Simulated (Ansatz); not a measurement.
# CH5AlOSi: the cost of one run

Computed with the Python package of Ansatz 0.2.0. Level of theory: PBE/def2-SVP.

## Step 1: The structure

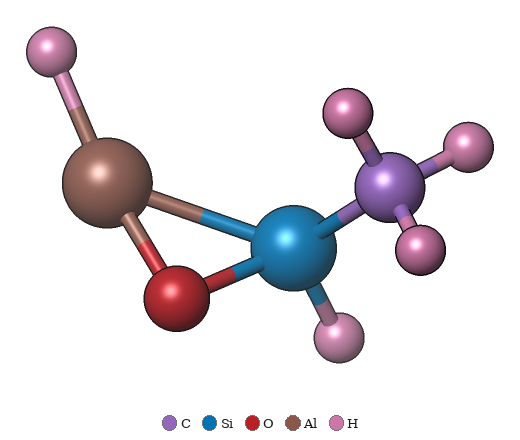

The structure that the script starts from, seen from a chosen angle (carbon purple, silicon blue, oxygen red, aluminium brown, hydrogen pink).

The script holds or builds the structure itself.

## Step 2: The code

Input file torsion_ch5alosi.py:

```python
"""Rigid torsion scan of CH5AlOSi."""

import ansatz as az
from ase import Atoms


def main() -> None:
    atoms = Atoms(["C", "Si", "O", "Al", "H", "H", "H", "H", "H"], positions=[
        [-0.2068, 0.6923, -1.1367],
        [0.1103, -0.8094, -0.1669],
        [1.439, -0.5201, 0.8532],
        [0.2198, -0.5648, 2.1371],
        [-1.1467, 0.5581, -1.8006],
        [-0.451, 1.5975, -0.4574],
        [0.6412, 0.9834, -1.7886],
        [0.3413, -2.0473, -0.9102],
        [-0.8588, 0.0642, 3.2531],
    ])

    # start the scan from a relaxed geometry
    first = az.Crystal.molecule_from_ase(atoms).calculation()
    first = first.basis(gaussian="def2-SVP")
    first = first.functional("PBE").relax(force_tolerance=0.02, max_steps=80)
    atoms.positions = first.run(threads=1, backend="cpu").report["positions_ang"]

    start = atoms.get_dihedral(2, 1, 0, 4)
    energies = {}
    for turn in range(0, 121, 20):
        turned = atoms.copy()
        turned.set_dihedral(2, 1, 0, 4, start + turn, indices=[0, 4, 5, 6])
        model = (
            az.Crystal.molecule_from_ase(turned).calculation()
            .basis(gaussian="def2-SVP")
            .functional("PBE")
        )
        energies[round((start + turn) % 360)] = model.run(threads=1, backend="cpu").report["free_energy_ev"]
    floor = min(energies.values())
    print("dihedral O2-Si1-C0-H4 (deg)   E - E(min) (kJ/mol)")
    for angle, e in sorted(energies.items()):
        print(f"{angle:8d} {96.485332 * (e - floor):14.3f}  " + "#" * int(30 * (e - floor) / max(max(energies.values()) - floor, 1e-9)))


if __name__ == "__main__":
    main()
```

## Step 3: The calls as engine input

The engine receives this input (first run):

```yaml
crystal:
  periodic: [false, false, false]
  atoms:
    - { symbol: C, position_ang: [-0.2068, 0.6923, -1.1367] }
    - { symbol: Si, position_ang: [0.1103, -0.8094, -0.1669] }
    - { symbol: O, position_ang: [1.439, -0.5201, 0.8532] }
    - { symbol: Al, position_ang: [0.2198, -0.5648, 2.1371] }
    - { symbol: H, position_ang: [-1.1467, 0.5581, -1.8006] }
    - { symbol: H, position_ang: [-0.451, 1.5975, -0.4574] }
    - { symbol: H, position_ang: [0.6412, 0.9834, -1.7886] }
    - { symbol: H, position_ang: [0.3413, -2.0473, -0.9102] }
    - { symbol: H, position_ang: [-0.8588, 0.0642, 3.2531] }
basis:
  gaussian:
    orbitals: def2-SVP
hamiltonian:
  xc: pbe
relax:
  f_tol: 0.02
  max_steps: 80
```

## Step 4: Running it

The run is started by

```
$ python torsion_ch5alosi.py
```

Q: Estimate wall time and peak memory on 1 thread of Arm Neoverse V2, shared host.

About 47 s, with a peak of 0.22 GiB.
